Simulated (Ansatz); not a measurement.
The Ansatz input:

```
crystal:
  lattice:
    - [5.0393684366, 0.0, 0.0]
    - [-2.5196842183, 4.3642210851, 0.0]
    - [0.0, 0.0, 22.1146270985]
  atoms:
    - { symbol: Cu, position: [0.3333333333, 0.1666666667, 0.3617515215] }
    - { symbol: Cu, position: [0.3333333333, 0.6666666667, 0.3617515215] }
    - { symbol: Cu, position: [0.8333333333, 0.1666666667, 0.3617515215] }
    - { symbol: Cu, position: [0.8333333333, 0.6666666667, 0.3617515215] }
    - { symbol: Cu, position: [0.6667902058, 0.3335988438, 0.4549713897] }
    - { symbol: Cu, position: [0.668320682, 0.8343395277, 0.457985981] }
    - { symbol: Cu, position: [0.1660138063, 0.3320420859, 0.4579969866] }
    - { symbol: Cu, position: [0.1660122613, 0.8343440866, 0.4579806004] }
    - { symbol: Cu, position: [0.0067668701, 0.5036905342, 0.5496302302] }
    - { symbol: Cu, position: [0.0001597572, 0.0003788522, 0.553713314] }
    - { symbol: Cu, position: [0.4968955427, 0.5036494865, 0.5496372654] }
    - { symbol: Cu, position: [0.4968483824, -0.0062325838, 0.5495914427] }
basis:
  ecutwfc: 420
kpoints:
  mp_grid: { grid: [4, 4, 1] }
hamiltonian:
  xc: pbe
  dispersion: d3bj
scf:
  occupations: { method: gaussian, width: 0.1 }
output:
  forces: true
  eigenvalues: true
  write_density: true
  volumetric_format: npy
efield:
  axis: 3
  dipole_correction: true
  ramp_width: 0.04
```

Run as:
```bash
ansatz run input.yaml --threads 4 --pin off --max-ram 10240MiB --backend cpu --events-out ev --progress --plain --runs-dir out
```

What does the potential across the slab give for the work function?

The work function is 4.88 eV, the same on both faces. The two vacuum levels agree, so the slab has no net dipole along its normal. The outermost atoms are 4.2 Å apart, which leaves 17.9 Å of vacuum in a cell 22.1 Å high.

The atoms aren't at rest in this cell (largest force 0.5 eV/Å), so the relaxed material can differ.

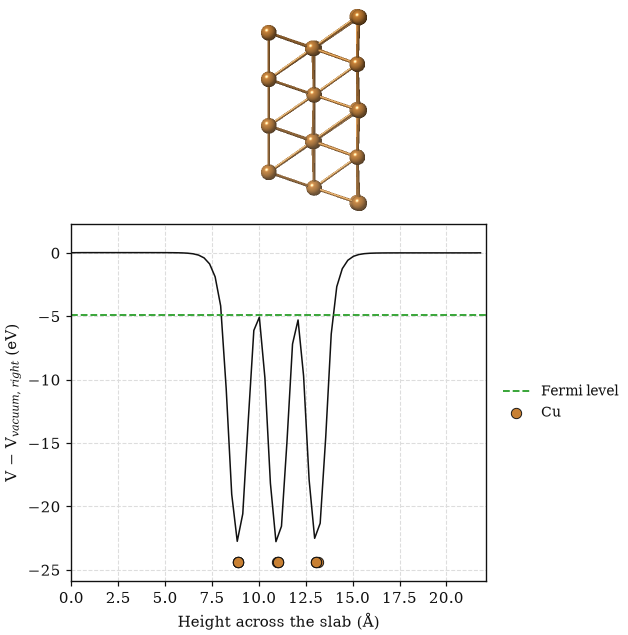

Plane-averaged electrostatic potential energy of an electron across the slab; circles at the bottom mark the heights of the atoms. The structure is drawn too.
